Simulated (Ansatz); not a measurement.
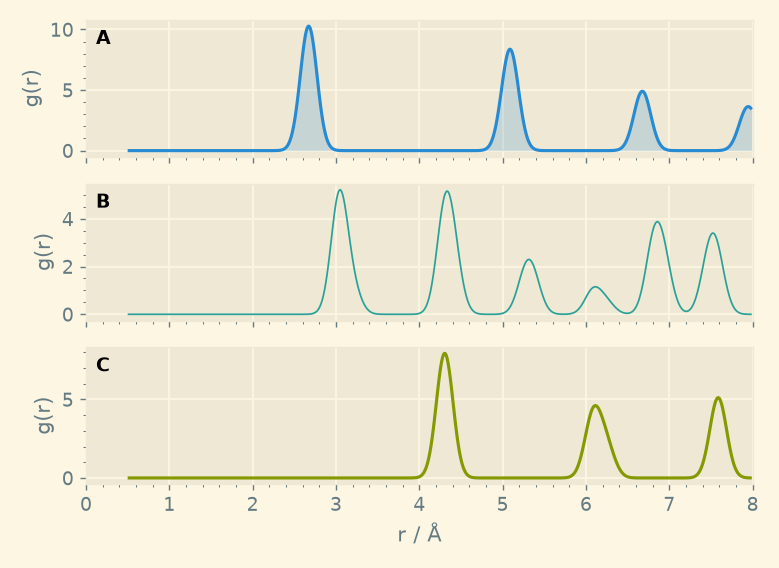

Calculated partial radial distribution functions of Sc₄Cl, each distance broadened by a Gaussian of σ = 0.10 Å. Basis of the simulation: coordinates from a relaxation with DFT PBE, scalar-relativistic, plane waves, PAW (Ansatz 0.2.0); the starting structure was generated, so it need not be a known form of this composition.

```cif
data_structure
_symmetry_space_group_name_H-M 'P4/mmm'
_symmetry_Int_Tables_number 123
_cell_length_a 4.3080
_cell_length_b 4.3080
_cell_length_c 6.2487
_cell_angle_alpha 90.000
_cell_angle_beta 90.000
_cell_angle_gamma 90.000
_cell_volume 115.97
loop_
_atom_site_label
_atom_site_type_symbol
_atom_site_symmetry_multiplicity
_atom_site_Wyckoff_symbol
_atom_site_fract_x
_atom_site_fract_y
_atom_site_fract_z
_atom_site_occupancy
Sc1 Sc 4 i 0.50000 0.00000 0.25646 1
Cl1 Cl 1 a 0.00000 0.00000 0.00000 1
```

### The panels are unlabelled. Name the pair for each.

panel A is Sc–Cl (first distance 2.68 Å); panel B is Sc–Sc (first distance 3.04–3.05 Å); panel C is Cl–Cl (first distance 4.31 Å).

### Give the first two coordination shells of each pair (distances closer than 0.12 Å counted as one shell; neighbours averaged over all atoms of the first element).

```
 pair  first shell (Å)  neighbours in it  second shell (Å)  neighbours in the second
Sc–Cl             2.68       2 Cl per Sc         5.08–5.12                         6
Sc–Sc        3.04–3.05       5 Sc per Sc              3.21                         1
Cl–Cl             4.31       4 Cl per Cl              6.09                         4
```
